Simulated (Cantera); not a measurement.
Charge: 1 mol SiHCl3, a varied amount of NH3, 39 mol H2, at 1925 K and 1500 Pa.

Cantera equilibrium calculation (NASA polynomials, part measured and part estimated; ideal gas, pure solids and liquids). Candidate condensed phases: NH4Cl, Si, Si3N4; 28 gas species. The tables' values for SiCl, SiN, SiCl3 are old estimates; treat these amounts as uncertain. Gases not in the tables: Si2H6 and higher silanes. The numbers say what is thermodynamically allowed, not how fast it happens.

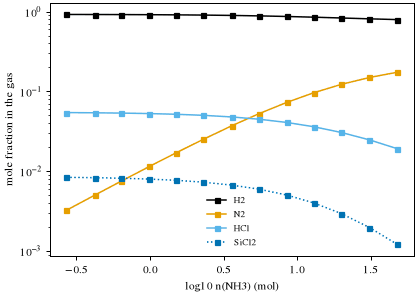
Fig. 1. Equilibrium gas composition (values under 1e-9 drawn at 1e-9)

From 0.27 mol NH3 to 48 mol NH3 the condensed part is Si(l). The main Si-bearing gas is SiCl2 throughout.
